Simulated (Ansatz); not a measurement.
**FH$_{6}$NSi···NH$_{3}$: density, localisation and related maps**

```xyz
13

Si   -0.9231    1.0336   -0.7412
N    -0.4481   -0.8783   -0.7356
H    -1.1106    1.7626   -2.0305
H    -0.9486    1.7565    0.5689
H    -2.3678    0.5227   -0.6436
H     1.5951    0.2510    0.9942
F     0.7794    1.1689   -0.8414
H     0.1292   -1.0267    0.1220
N     1.3236   -0.5916    1.4951
H    -1.2575   -1.4862   -0.7394
H     0.1481   -1.0917   -1.5286
H     2.1614   -1.1197    1.7036
H     0.9189   -0.3012    2.3768
```

The product side of a reaction path; geometry: PBE0-D4/def2-TZVP.

Method: RKS PBE0-D4/def2-TZVPP in Ansatz.

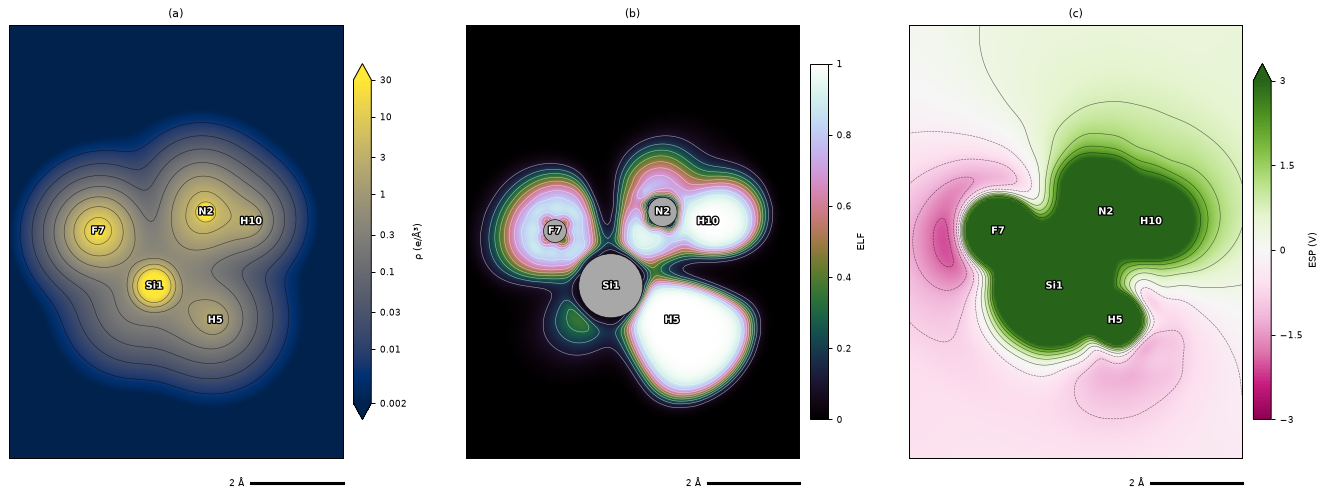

Figure 1. (a) electron density; (b) electron localisation function; (c) molecular electrostatic potential on the plane of atoms Si1, N2 and H10. Grey discs cover the atomic cores in the ELF map.

### Describe what can be read from this map.

- The plane passes through Si, N, H and F nuclei.
- Si–F (1.71 Å): ρ is about 0.88 e/Å³ halfway; the ELF peaks at about 0.85 in the valence shell of F, 0.7 Å from its nucleus, and is about 0.40 at the midpoint.
- Si–N (1.97 Å): ρ at the midpoint is about 0.69 e/Å³; the ELF peaks at about 0.95 between the atoms (a shared but strongly polarised pair).
- N–H (1.01 Å): the density is about 3 e/Å³ at the midpoint; the ELF climbs to about 1 towards the hydrogen, as it does in any bond to H; a covalent bond by its length.
- The ELF also peaks beside F7, away from the bonds: lone-pair regions.
- Outside the dense part of the complex the potential is most negative (−2.1 V) near F7.

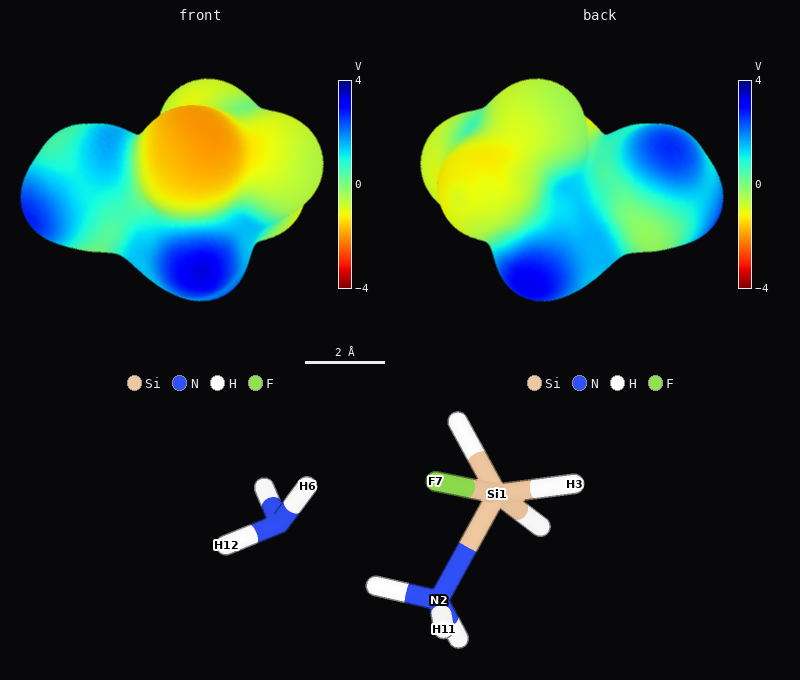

Figure 2. The electrostatic potential painted on the density surface at 0.004 e/bohr³, seen from the front and from behind; the colour scale runs from red (negative) to blue (positive). The bare structure is drawn below in the same view.

### Where is the surface potential most negative and most positive?

The most negative region (about −2.0 V, or −46 kcal/mol for a unit charge) lies over F7, the most positive (about +3.2 V, or +74 kcal/mol for a unit charge) over H10 and H11.

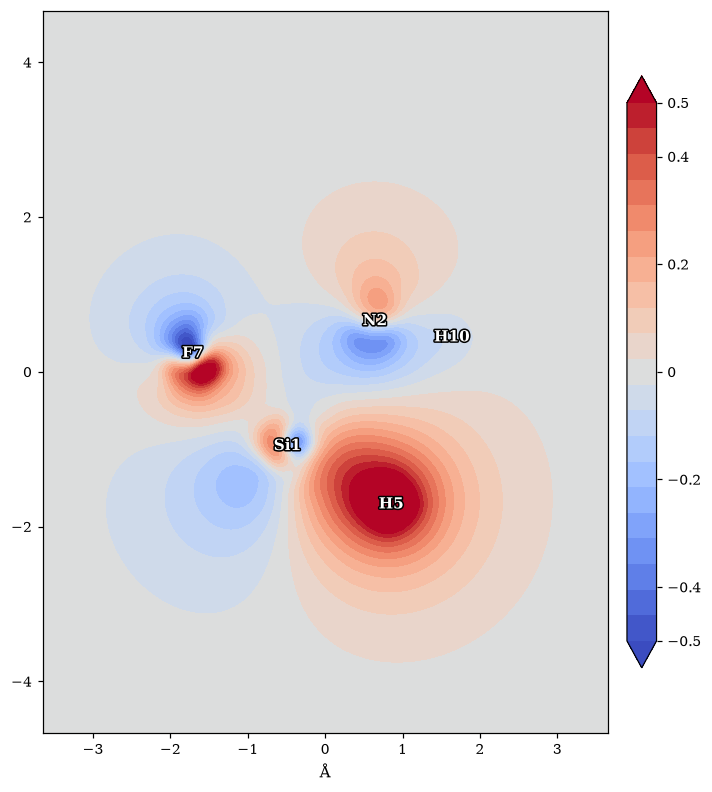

Figure 3. The HOMO on the plane of atoms H5, Si1 and F7 (values in Å⁻³ᐟ²; the overall sign is arbitrary).

### What is the character of this orbital?

By Hirshfeld shares it lies mainly on H5 (about 35 %), Si1 (about 30 %), H4 (about 10 %), H3 (about 10 %) and F7 (about 5 %). Its energy is −6.82 eV.
